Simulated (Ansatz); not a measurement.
**F + FH (HF₂) radical: an exchange reaction of three atoms**

A grid of calculations on F + FH (the system F + FH), spin multiplicity 2, to see where the energy is lowest and how it rises around there.

Computed with Ansatz 0.2.0. Level: UKS PBE0-D4/def2-SVPD.

### Step 1. The part F radical alone, at the geometry typed

The input, input.yaml:

```yaml
crystal:
  periodic: [false, false, false]
  atoms:
    - { symbol: F, position_ang: [0.0, 0.0, 0.0] }
magnetization:
  spin_polarized: true
  initial_magnetization: 1
basis:
  gaussian: { orbitals: def2-SVPD }
hamiltonian:
  xc: pbe0
```

Launch:

```bash
$ ansatz run input.yaml --threads 1 --pin off --max-ram 2560MiB --backend cpu --events-out ev --progress --plain --runs-dir out
```

Log:

```text
Warning: RAYON_NUM_THREADS=1 ignored (pool sized by the plan → 1); use --threads N
Engine: ansatz 0.2.0, x86_64-unknown-linux-gnu
Functional definition: PBE0
  parameter a = 0.25
  parameter kappa = 0.804
  parameter beta = 0.06672455060314922
  exchange = (1 - a)*pbe_x(kappa = kappa, mu = beta*pi^2/3) + a*exact_x
  correlation = pbe_c(beta = beta)
155 factors; their error is unknown
mean field evaluation 1: about -2709.0567 eV, gradient 4.7e0 eV
mean field evaluation 2: about -2709.1150 eV, gradient 1.8e0 eV
mean field evaluation 4: about -2709.1259 eV, gradient 2.7e-2 eV
mean field evaluation 8: about -2709.1540 eV, gradient 6.4e-4 eV
mean field -2709.15401186 eV, -99.5595736054 hartree, gradient 2.7e-5 eV, S^2 0.751618; 0 other end points of the search recorded, 0 dependent functions left out
reference -2709.15403415 eV, -99.5595744244 hartree; 5, 4 occupied and 18, 19 virtual orbitals, 155 factors
Total energy: -2709.15403415 eV, -99.5595744244 hartree
```

It took 0.13 s on 1 thread of Intel Xeon Platinum 8488C (Sapphire Rapids), shared host; peak memory 0.084 GiB.

### Step 2. Reference run: HF, relaxed

The input, input.yaml:

```yaml
crystal:
  periodic: [false, false, false]
  atoms:
    - { symbol: F, position_ang: [0.0, 0.0, 0.0] }
    - { symbol: H, position_ang: [0.91, 0.0, 0.0] }
basis:
  gaussian: { orbitals: def2-SVPD }
hamiltonian:
  xc: pbe0
  dispersion: d4
output:
  forces: true
relax:
  f_tol: 0.003
  max_steps: 120
```

Launch:

```bash
$ ansatz run input.yaml --threads 1 --pin off --max-ram 2560MiB --backend cpu --events-out ev --progress --plain --runs-dir out
```

Log:

```text
Warning: RAYON_NUM_THREADS=1 ignored (pool sized by the plan → 1); use --threads N
The last accepted step is kept in <dir> (removed where the run ends without a failure and the disk answers)
[... 7 set-up lines as earlier in the session ...]
249 factors; their error is unknown
mean field evaluation 1: about -2727.3479 eV, gradient 3.0e1 eV
mean field evaluation 2: about -2725.8492 eV, gradient 4.4e1 eV
mean field evaluation 4: about -2728.6960 eV, gradient 1.3e-1 eV
mean field evaluation 8: about -2728.7215 eV, gradient 1.5e-2 eV
mean field -2728.72152879 eV, -100.2786665890 hartree, gradient 7.0e-5 eV, S^2 0.000000; 0 other end points of the search recorded, 0 dependent functions left out
the calculation of the forces begins
reference -2728.72154922 eV, -100.2786673401 hartree; 5, 5 occupied and 26, 26 virtual orbitals, 249 factors
relax step   1: F+E_penalty+E_count = -2728.72303877 eV  Δ(F+E_penalty+E_count) = +0.000e0 eV  max|allowed force component| = 6.419e-1 eV/Å  Δτ_max = 0.0000 Å  (21 SCF iters, accepted)
these checks for a lower state are left out or cut short: starts, cluster_reference, orbital_swaps, neighbouring_geometries, increment
249 factors; their error is unknown
mean field evaluation 16: about -2728.6991 eV, gradient 6.0e-4 eV
mean field -2728.72464422 eV, -100.2787810791 hartree, gradient 3.7e-6 eV, S^2 0.000000; 0 other end points of the search recorded, 0 dependent functions left out
the calculation of the forces begins
reference -2728.72466466 eV, -100.2787818301 hartree; 5, 5 occupied and 26, 26 virtual orbitals, 249 factors
relax step   2: F+E_penalty+E_count = -2728.72615693 eV  Δ(F+E_penalty+E_count) = -3.118e-3 eV  max|allowed force component| = 1.178e-1 eV/Å  Δτ_max = 0.0041 Å  (26 SCF iters, accepted)
these checks for a lower state are left out or cut short: starts, cluster_reference, orbital_swaps, neighbouring_geometries, increment
249 factors; their error is unknown
mean field -2728.72475696 eV, -100.2787852222 hartree, gradient 3.6e-6 eV, S^2 0.000000; 0 other end points of the search recorded, 0 dependent functions left out
the calculation of the forces begins
reference -2728.72477739 eV, -100.2787859731 hartree; 5, 5 occupied and 26, 26 virtual orbitals, 249 factors
relax step   3: F+E_penalty+E_count = -2728.72627028 eV  Δ(F+E_penalty+E_count) = -1.134e-4 eV  max|allowed force component| = 3.122e-3 eV/Å  Δτ_max = 0.0009 Å  (26 SCF iters, accepted)
these checks for a lower state are left out or cut short: starts, cluster_reference, orbital_swaps, neighbouring_geometries, increment
249 factors; their error is unknown
mean field evaluation 32: about -2728.7248 eV, gradient 4.3e-3 eV
mean field -2728.72475702 eV, -100.2787852245 hartree, gradient 3.3e-6 eV, S^2 0.000000; 0 other end points of the search recorded, 0 dependent functions left out
the calculation of the forces begins
reference -2728.72477746 eV, -100.2787859755 hartree; 5, 5 occupied and 26, 26 virtual orbitals, 249 factors
relax step   4: F+E_penalty+E_count = -2728.72627036 eV  Δ(F+E_penalty+E_count) = -8.040e-8 eV  max|allowed force component| = 1.424e-5 eV/Å  Δτ_max = 0.0000 Å  (15 SCF iters, accepted)
249 factors; their error is unknown
mean field -2728.72475702 eV, -100.2787852245 hartree, gradient 1.7e-5 eV, S^2 0.000000; 1 other end points of the search recorded, 0 dependent functions left out
the calculation of the forces begins
reference -2728.72477746 eV, -100.2787859755 hartree; 5, 5 occupied and 26, 26 virtual orbitals, 249 factors
Total energy: -2728.72629080 eV, -100.2788415897 hartree
Atom 0 at    -0.005098     0.000000    -0.000000 Å, force    -0.000015     0.000000    -0.000000 eV/Å
Atom 1 at     0.915098    -0.000000     0.000000 Å, force     0.000015     0.000000     0.000000 eV/Å
Dipole moment:     0.382153     0.000000    -0.000000 e Å
```

It took 0.68 s on 1 thread of Intel Xeon Platinum 8488C (Sapphire Rapids), shared host; peak memory 0.097 GiB.

The steps of the relaxation:

```csv
step,energy from step 1 (eV),largest force component (eV/Å)
1,0.0000,0.6419
2,-0.0031,0.1178
3,-0.0032,0.0031
4,-0.0032,0.0000
```

The bond:

```csv
bond,before (Å),after (Å),change (Å)
F1–H2,0.910,0.920,+0.010
```

### Step 3. Plan of the scan

The axes are (1) distance F1–F2: 17 values from 0.960 to 2.560 Å; (2) distance F2–H3: 17 values from 0.728 to 2.328 Å.

Nothing else is relaxed (the angle F1–F2–H3 is fixed at 120 degrees). Energies count from F far from the relaxed FH (each part in its own basis). Points are written as (first, second).

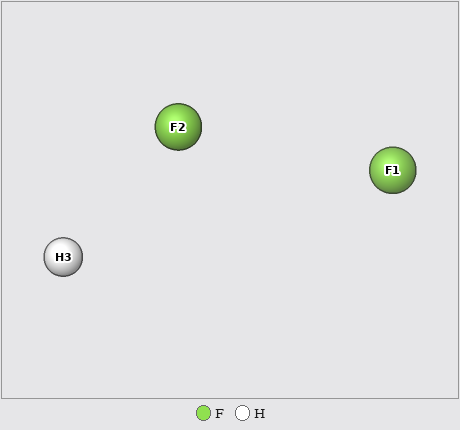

The geometry at (2.305 Å, 1.829 Å).

Below, 3 of the grid's runs; all are launched alike.

### Step 4. Point (2.305 Å, 1.829 Å)

The input, input.yaml:

```yaml
crystal:
  periodic: [false, false, false]
  atoms:
    - { symbol: F, position_ang: [-2.305, 0.0, 0.0] }
    - { symbol: F, position_ang: [0.0, 0.0, 0.0] }
    - { symbol: H, position_ang: [0.9145, 1.58396, 0.0] }
magnetization:
  spin_polarized: true
  initial_magnetization: 1
basis:
  gaussian: { orbitals: def2-SVPD }
hamiltonian:
  xc: pbe0
  dispersion: d4
output:
  forces: true
```

Launch:

```bash
$ ansatz run input.yaml --threads 1 --pin off --max-ram 2560MiB --backend cpu --events-out ev --progress --plain --runs-dir out
```

Log:

```text
Warning: RAYON_NUM_THREADS=1 ignored (pool sized by the plan → 1); use --threads N
[... 7 set-up lines as earlier in the session ...]
434 factors; their error is unknown
mean field evaluation 1: about -5428.8016 eV, gradient 2.3e1 eV
mean field evaluation 2: about -5368.0445 eV, gradient 8.3e1 eV
mean field evaluation 4: about -5431.1230 eV, gradient 1.3e1 eV
mean field evaluation 8: about -5432.9476 eV, gradient 8.9e-1 eV
mean field evaluation 16: about -5433.1735 eV, gradient 1.6e-1 eV
mean field evaluation 32: about -5430.4415 eV, gradient 1.9e1 eV
mean field -5433.17462530 eV, -199.6654847419 hartree, gradient 1.1e-5 eV, S^2 1.193868; 7 other end points of the search recorded, 0 dependent functions left out
the calculation of the forces begins
reference -5433.17465254 eV, -199.6654857427 hartree; 10, 9 occupied and 44, 45 virtual orbitals, 434 factors
Total energy: -5433.18210126 eV, -199.6657594781 hartree
Atom 0 at    -2.305000     0.000000     0.000000 Å, force     0.104834     0.050251     0.000000 eV/Å
Atom 1 at     0.000000     0.000000     0.000000 Å, force     1.406319     2.440483    -0.000000 eV/Å
Atom 2 at     0.914500     1.583960     0.000000 Å, force    -1.511153    -2.490733     0.000000 eV/Å
Dipole moment:     0.397697     0.469810    -0.000000 e Å
```

It took 3.5 s on 1 thread of Intel Xeon Platinum 8488C (Sapphire Rapids), shared host; peak memory 0.13 GiB.

Energy on the map's scale: 108 kcal/mol.

### Step 5. Grid point (1.067 Å, 0.728 Å)

The input, input.yaml:

```yaml
crystal:
  periodic: [false, false, false]
  atoms:
    - { symbol: F, position_ang: [-1.067, 0.0, 0.0] }
    - { symbol: F, position_ang: [0.0, 0.0, 0.0] }
    - { symbol: H, position_ang: [0.364, 0.630466, 0.0] }
magnetization:
  spin_polarized: true
  initial_magnetization: 1
basis:
  gaussian: { orbitals: def2-SVPD }
hamiltonian:
  xc: pbe0
  dispersion: d4
output:
  forces: true
```

Launch:

```bash
$ ansatz run input.yaml --threads 1 --pin off --max-ram 2560MiB --backend cpu --events-out ev --progress --plain --runs-dir out
```

Log:

```text
Warning: RAYON_NUM_THREADS=1 ignored (pool sized by the plan → 1); use --threads N
[... 7 set-up lines as earlier in the session ...]
434 factors; their error is unknown
mean field evaluation 1: about -5420.7549 eV, gradient 1.6e1 eV
mean field evaluation 2: about -5421.2442 eV, gradient 8.0e0 eV
mean field evaluation 4: about -5421.4099 eV, gradient 2.1e-1 eV
mean field evaluation 8: about -5421.4477 eV, gradient 1.7e-1 eV
mean field evaluation 16: about -5421.4478 eV, gradient 4.9e-5 eV
mean field -5421.44775700 eV, -199.2345302803 hartree, gradient 4.9e-5 eV, S^2 0.750165; 0 other end points of the search recorded, 0 dependent functions left out
the calculation of the forces begins
reference -5421.44778111 eV, -199.2345311664 hartree; 10, 9 occupied and 44, 45 virtual orbitals, 434 factors
Total energy: -5421.45534196 eV, -199.2348090228 hartree
Atom 0 at    -1.067000     0.000000     0.000000 Å, force   -37.466748     0.321043    -0.000000 eV/Å
Atom 1 at     0.000000     0.000000     0.000000 Å, force    21.738802   -28.503664     0.000000 eV/Å
Atom 2 at     0.364000     0.630466     0.000000 Å, force    15.727947    28.182621    -0.000000 eV/Å
Dipole moment:    -0.562381    -0.537279    -0.000000 e Å
```

Wall time 0.73 s (1 thread of Intel Xeon Platinum 8488C (Sapphire Rapids), shared host); peak memory 0.11 GiB.

That is 379 kcal/mol from the zero.

### Step 6. The run at (2.305 Å, 0.910 Å)

The input, input.yaml:

```yaml
crystal:
  periodic: [false, false, false]
  atoms:
    - { symbol: F, position_ang: [-2.305, 0.0, 0.0] }
    - { symbol: F, position_ang: [0.0, 0.0, 0.0] }
    - { symbol: H, position_ang: [0.455, 0.788083, 0.0] }
magnetization:
  spin_polarized: true
  initial_magnetization: 1
basis:
  gaussian: { orbitals: def2-SVPD }
hamiltonian:
  xc: pbe0
  dispersion: d4
output:
  forces: true
```

Launch:

```bash
$ ansatz run input.yaml --threads 1 --pin off --max-ram 2560MiB --backend cpu --events-out ev --progress --plain --runs-dir out
```

Log:

```text
Warning: RAYON_NUM_THREADS=1 ignored (pool sized by the plan → 1); use --threads N
[... 7 set-up lines as earlier in the session ...]
434 factors; their error is unknown
mean field evaluation 1: about -5436.6900 eV, gradient 1.8e1 eV
mean field evaluation 2: about -5436.1541 eV, gradient 2.4e1 eV
mean field evaluation 4: about -5437.8830 eV, gradient 9.3e-1 eV
mean field evaluation 8: about -5437.9387 eV, gradient 3.2e-2 eV
mean field evaluation 16: about -5437.9391 eV, gradient 1.6e-3 eV
mean field evaluation 32: about -5437.7581 eV, gradient 4.4e0 eV
mean field -5437.93912050 eV, -199.8405767110 hartree, gradient 7.9e-7 eV, S^2 0.751927; 3 other end points of the search recorded, 0 dependent functions left out
the calculation of the forces begins
reference -5437.93914756 eV, -199.8405777054 hartree; 10, 9 occupied and 44, 45 virtual orbitals, 434 factors
Total energy: -5437.94601426 eV, -199.8408300517 hartree
Atom 0 at    -2.305000     0.000000     0.000000 Å, force    -0.032690     0.024073    -0.000000 eV/Å
Atom 1 at     0.000000     0.000000     0.000000 Å, force    -0.281688    -0.690542     0.000000 eV/Å
Atom 2 at     0.455000     0.788083     0.000000 Å, force     0.314378     0.666470    -0.000000 eV/Å
Dipole moment:     0.273013     0.328852     0.000000 e Å
```

Wall time 1.9 s (1 thread of Intel Xeon Platinum 8488C (Sapphire Rapids), shared host); peak memory 0.13 GiB.

On the map this point reads −1.5 kcal/mol.

### Step 7. Energy over the grid

289 points were computed. Energies in kcal/mol, from F far from the relaxed FH (each part in its own basis); the table lists every other line.

```tsv
distance F2–H3 (Å) ↓, distance F1–F2 (Å) →	0.960	1.067	1.224	1.407	1.610	1.828	2.061	2.305	2.560
2.328	328	197	121	106	119	127	128	128	128
2.073	330	199	123	107	117	121	121	121	121
1.829	333	203	127	110	112	110	108	108	109
1.596	340	210	134	112	100	90	86	87	87
1.378	352	223	145	108	75	60	56	55	56
1.175	374	245	161	93	47	29	24	24	24
0.992	405	276	174	77	27	8	2	1	1
0.835	450	321	195	84	32	12	6	5	5
0.728	508	379	238	123	70	50	44	42	42
```

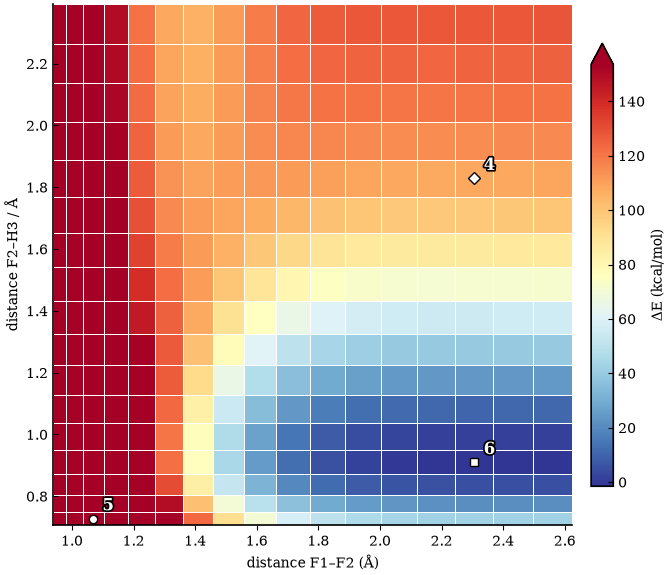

The map; numbers mark the steps of this session that print a point's run. Drawn: one coloured cell a grid point, one colour for all values above the top of the scale.

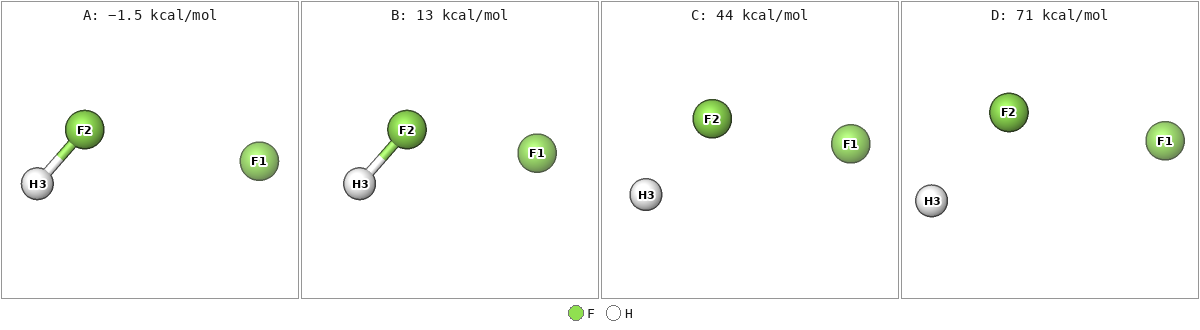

Structures on the grid, at one scale: A at (2.305 Å, 0.910 Å); B at (1.717 Å, 0.910 Å); C at (1.828 Å, 1.274 Å); D at (2.061 Å, 1.485 Å).

On the same grid, largest force on an atom (eV/Å):

| distance F2–H3 (Å) ↓, distance F1–F2 (Å) → | 0.960 | 1.067 | 1.224 | 1.407 | 1.610 | 1.828 | 2.061 | 2.305 | 2.560 |
| --- | --- | --- | --- | --- | --- | --- | --- | --- | --- |
| 2.328 | 74 | 36 | 10 | 1 | 3 | 1 | 1 | 1 | 1 |
| 2.073 | 74 | 36 | 10 | 1 | 2 | 1 | 2 | 2 | 2 |
| 1.829 | 74 | 36 | 10 | 0 | 2 | 3 | 3 | 3 | 3 |
| 1.596 | 74 | 36 | 11 | 3 | 5 | 6 | 6 | 6 | 6 |
| 1.378 | 73 | 36 | 12 | 9 | 9 | 7 | 7 | 7 | 7 |
| 1.175 | 73 | 36 | 17 | 16 | 10 | 7 | 7 | 7 | 7 |
| 0.992 | 73 | 36 | 27 | 18 | 8 | 4 | 3 | 3 | 3 |
| 0.835 | 73 | 37 | 35 | 17 | 8 | 7 | 7 | 7 | 7 |
| 0.728 | 73 | 37 | 38 | 26 | 26 | 26 | 25 | 25 | 25 |

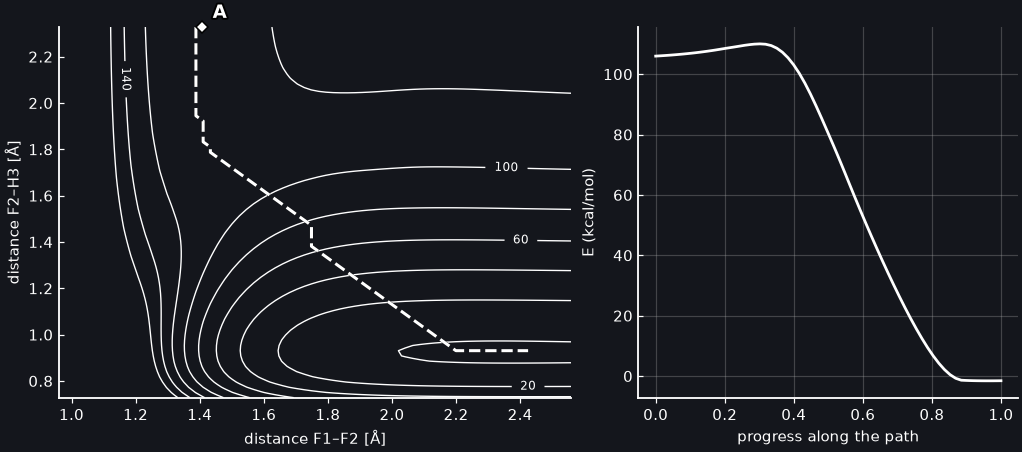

The easiest path on the interpolated surface, from A. The picture shows contour lines labelled in kcal/mol, a line along the lowest path, the energy along the path at the right.

### Step 8. What came out

```
                       quantity                                                                       value
                   lowest point                                           (2.305 Å, 0.910 Å), −1.5 kcal/mol
         highest computed point                           (0.960 Å, 0.728 Å), 509 kcal/mol above the lowest
largest force on an atom (eV/Å)  0 at (1.407 Å, 1.829 Å) to 74 at (0.960 Å, 2.328 Å); 1 at the lowest point
        time for the whole task                                            8.6 min on 1 thread, shared host
```

The lowest computed point is at (2.305 Å, 0.910 Å), −1.5 kcal/mol from F far from the relaxed FH (each part in its own basis). The highest computed point, (0.960 Å, 0.728 Å), lies 509 kcal/mol above the lowest. Two valleys reach the map's edge, at (1.407 Å, 2.328 Å) and at (2.560 Å, 0.910 Å). On the interpolated surface the pass between them lies about 4.1 kcal/mol above the first of these points and 110 kcal/mol above the second. Between some neighbouring points the energy changes steeply, from close contacts of the rigid frames or a change of state; the map doesn't tell which.
